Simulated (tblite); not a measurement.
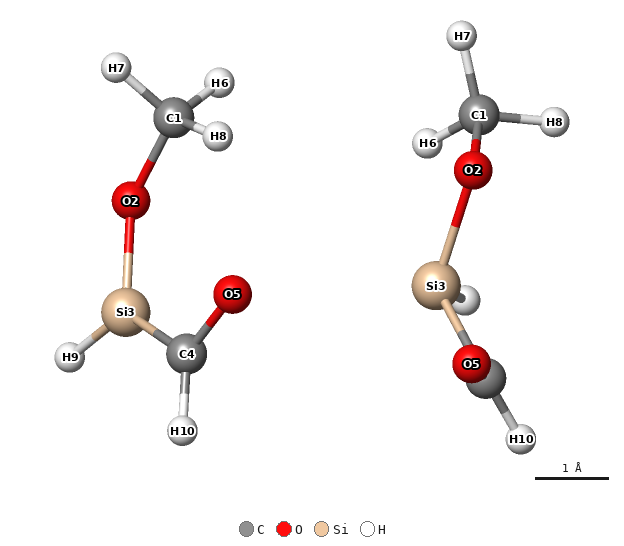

Two geometries of C2H5O2Si (multiplicity 2), drawn at one scale. One is the start of a relaxation, the other its converged end. The picture is a ball-and-stick view, seen from a free direction.

These are results of GFN2-xTB geometry optimisation, gas phase (tblite), not measurements. 

Q: Which of the two is the end point?

A: The left one is the relaxed one. H6 moves most after the best rigid fit: 1.67 Å. By element the largest moves are H 1.67 Å, O 1.60 Å, Si 0.63 Å, C 0.40 Å. Near-neighbour distances that change, for instance: O2–Si3 1.737 → 1.607 Å, C4–H10 1.059 → 1.100 Å, C1–H7 1.131 → 1.092 Å, C4–O5 1.214 → 1.246 Å. Bond angles that change, for instance: C1–O2–Si3 106.3° → 132.2°, C4–Si3–H9 113.5° → 135.7°, O2–Si3–C4 110.0° → 121.6°. Groups turn about C1–O2 by about 100°. After 163 geometry steps the energy has fallen by 23.5 kcal/mol.
